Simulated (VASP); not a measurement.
Band structure of TlIO3 (space group R3m). These are PBEsol GGA, VASP's PBE PAW potentials (set 64) (plane waves; VASP 6.6.1) values and carry that method's errors.

Unless said otherwise, spin-orbit coupling is left out, though it shifts the bands of the heavy elements here.

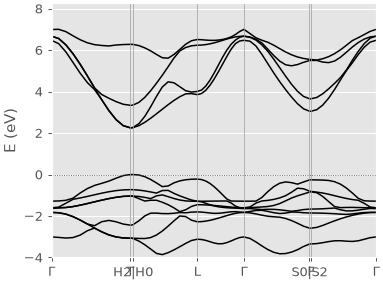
Figure: Bands along high-symmetry lines, zero at the valence-band maximum or, without a gap, the Fermi level

Task: Read the plot: is there a gap, and where are the band edges?

Result: The gap is direct, 2.25 eV, from the valence maximum at T to the conduction minimum at T. (Edges off the drawn lines would not show.)

The structure comes from a computed database's TlIO3 entry (R3m); how it stands against other phases isn't given here. It was relaxed first.
